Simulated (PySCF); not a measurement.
Molecule (SMILES): F[Si](F)(F)F.
Geometry (B3LYP-D3(BJ)/def2-TZVP, fixed):
```
Si
F 1 1.5673
F 1 1.5673 2 109.47
F 1 1.5673 2 109.47 3 -120.00
F 1 1.5673 2 109.47 4 -120.00
```
Charge 0, spin multiplicity 1.

Basis-set convergence of the mean static polarisability at PBE0 with PySCF. All functions are spherical. Density fitting with generated auxiliary sets. No added dispersion term, no relativity. Reference: the value in aug-pcseg-2, 22.70 bohr³. Deviations are taken from unrounded values. Cost is core time over that of def2-SVP, rough, on shared machines of one kind; a dash marks a row that isn't timed (too short, read off another run, short of memory, by another algorithm or on other hardware).

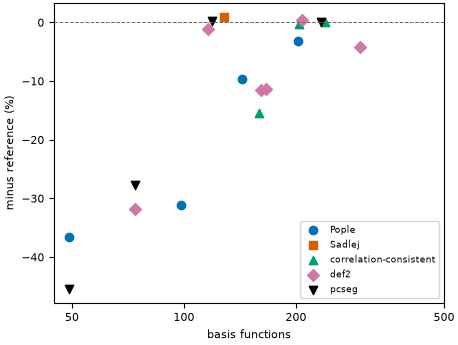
Figure: Deviation from the reference against the number of basis functions, by family of sets.

```csv
basis,functions,mean static polarisability (bohr³),minus reference (%),cost
6-31G,49,14.38,-36.7,-
pcseg-0,49,12.38,-45.5,-
def2-SVP,74,15.48,-31.8,1×
pcseg-1,74,16.43,-27.6,1×
6-311G**,98,15.65,-31.1,1×
def2-SVPD,116,22.44,-1.1,2×
aug-pcseg-1,119,22.78,0.3,2×
Sadlej pVTZ,128,22.92,1.0,3×
"6-311++G(2d,2p)",143,20.51,-9.7,3×
cc-pV(T+d)Z,159,19.19,-15.5,3×
def2-TZVP,161,20.11,-11.4,3×
def2-TZVPP,166,20.13,-11.3,4×
"6-311++G(3df,3pd)",203,21.98,-3.2,8×
jun-cc-pV(T+d)Z,204,22.64,-0.3,7×
def2-TZVPPD,208,22.82,0.5,8×
aug-pcseg-2,234,22.70,0.0,8×
aug-cc-pV(T+d)Z,239,22.71,0.0,7×
def2-QZVPP,298,21.75,-4.2,10×
```
